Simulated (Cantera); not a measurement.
Input: 1 mol borazine, 0.29 mol NH₃, 5.6 mol N₂, equilibrated at 1.00 Torr.

Equilibrium computed with Cantera from the NASA thermochemical tables; the gas is ideal and each condensed phase is pure. Candidate condensed phases: B, BN; 15 gas species. The feed counts by its element totals alone. The tables' values for BH₂ are old estimates; treat these amounts as uncertain. Rates play no part.

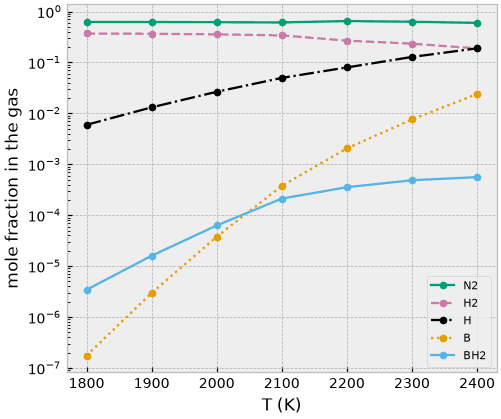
Fig. 1. Equilibrium gas composition (values under 1e-9 drawn at 1e-9)

Problem. Read off the mole fractions at 1900 K.

Solution. N₂ about 0.62, H₂ about 0.37, H about 0.013, BH₂ about 1.6e-5, B about 3.0e-6.
